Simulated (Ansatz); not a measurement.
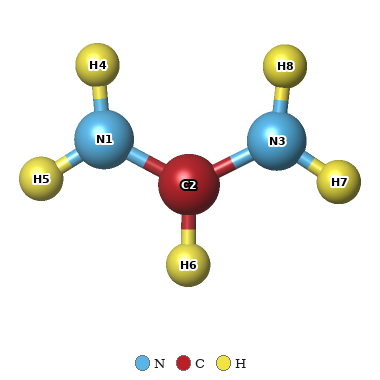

The system is CH₅N₂, SMILES NC=[NH2+], charge +1; the picture shows the grid point nearest to the relaxed geometry. Two internal coordinates are moved rigidly from the geometry relaxed at PBE0-D4/def2-TZVP, all others fixed. Coordinates scanned: (1) bond N3–H8; (2) bond C2–N3. The scan uses a 7 × 7 grid. Points are written as (first, second). Energies: eV, counted from the lowest grid point. Method: RKS PBE-D4/def2-TZVPP in Ansatz 0.2.0.

Its coordinates:

```tsv
atom	x (Å)	y (Å)	z (Å)
N	-0.5279	0.7888	-0.6856
C	-0.0320	0.2093	0.3719
N	0.5659	-0.9808	0.3897
H	-0.4999	0.3728	-1.6060
H	-0.9642	1.6944	-0.6045
H	-0.1128	0.7406	1.3153
H	0.9209	-1.3521	1.2576
H	0.6885	-1.5512	-0.4409
```

Range: bond N3–H8 from 0.889 to 1.415 Å; bond C2–N3 from 1.173 to 1.565 Å.

Question: Predict the map.

Answer: The lowest grid point is at (1.015 Å, 1.332 Å). It is the only kind of minimum in the scanned range. The highest grid point, (1.415 Å, 1.565 Å), lies 2.78 eV above the lowest. Round the minimum the two coordinates are nearly uncoupled.

| bond C2–N3 ↓, bond N3–H8 → | 0.889 | 0.940 | 1.015 | 1.103 | 1.199 | 1.304 | 1.415 |
| --- | --- | --- | --- | --- | --- | --- | --- |
| 1.565 | 1.57 | 1.26 | 1.11 | 1.25 | 1.62 | 2.16 | 2.78 |
| 1.482 | 1.03 | 0.72 | 0.57 | 0.71 | 1.08 | 1.61 | 2.22 |
| 1.404 | 0.65 | 0.33 | 0.18 | 0.31 | 0.68 | 1.21 | 1.82 |
| 1.332 | 0.47 | 0.15 | 0.00 | 0.13 | 0.49 | 1.01 | 1.62 |
| 1.267 | 0.55 | 0.23 | 0.07 | 0.19 | 0.55 | 1.06 | 1.66 |
| 1.212 | 0.86 | 0.54 | 0.37 | 0.49 | 0.84 | 1.35 | 1.93 |
| 1.173 | 1.27 | 0.94 | 0.78 | 0.89 | 1.23 | 1.73 | 2.31 |

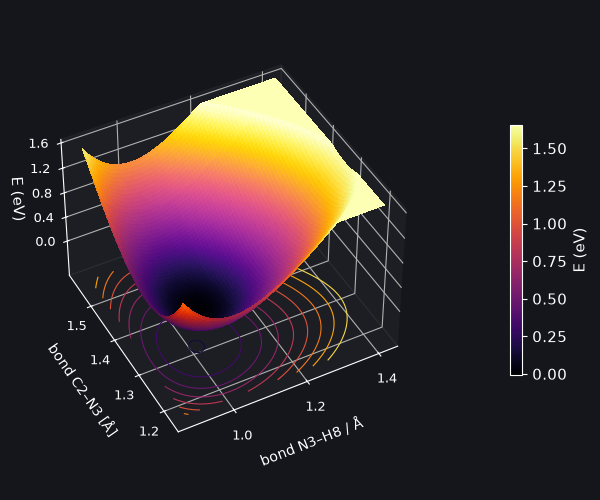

In the figure: a relief with its contours projected below, any walls above the top of the colour scale cut off. Between grid points the surface is interpolated.
